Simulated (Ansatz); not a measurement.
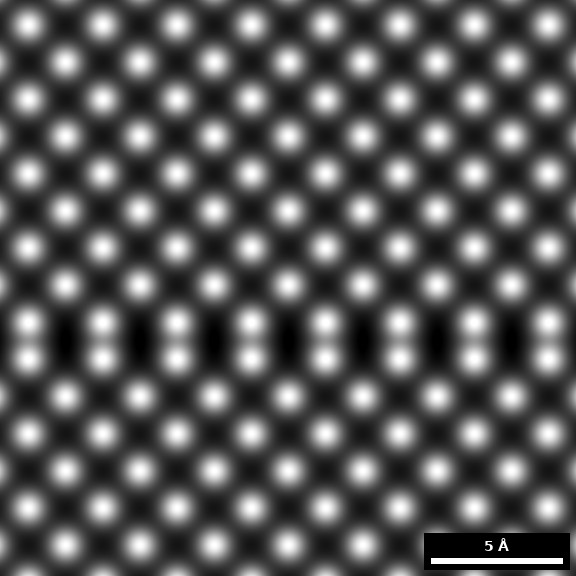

iDPC-like image of Ge (Fd-3m, No. 227) along [001]. Simulated as the projected potential of neutral atoms (B = 0.8 Å²) blurred by a 0.73 Å probe, the thin-sample limit of integrated differential phase contrast. The display is stretched by a gamma of 0.8; percentages refer to the linear signal.

One planar defect was built into the perfect crystal by geometry alone, without relaxation. Host structure: a calculation's starting geometry.

### Find the planar defect and say what kind it is.

A planar fault (a stacking fault) runs horizontally about 13 Å below the top edge. The part above it is shifted along the boundary by 1/2 of the 2.84 Å repeat of the rows (1.4 Å to the right, the same as to the left); both parts keep the same orientation.
